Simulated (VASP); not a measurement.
Band structure of LiPd (space group Pm-3m). All values below come from PBEsol GGA, VASP's PBE PAW potentials (set 64) (plane waves; VASP).

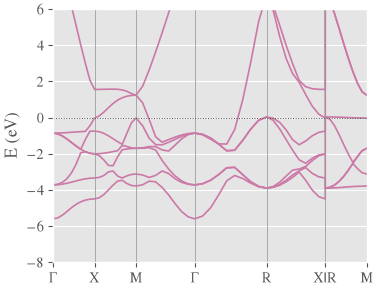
Figure: Bands along high-symmetry lines, zero at the valence-band maximum or, without a gap, the Fermi level

**Question.** Read the plot: is there a gap, and where are the band edges?

**Answer.** It has no gap at this level: it comes out as a metal or semimetal.

The structure comes from a computed database's LiPd entry (Pm-3m); how it stands against other phases isn't given here. The cell was not relaxed at this level. The electron count is odd and the run is not spin-polarised, which forces a metal.
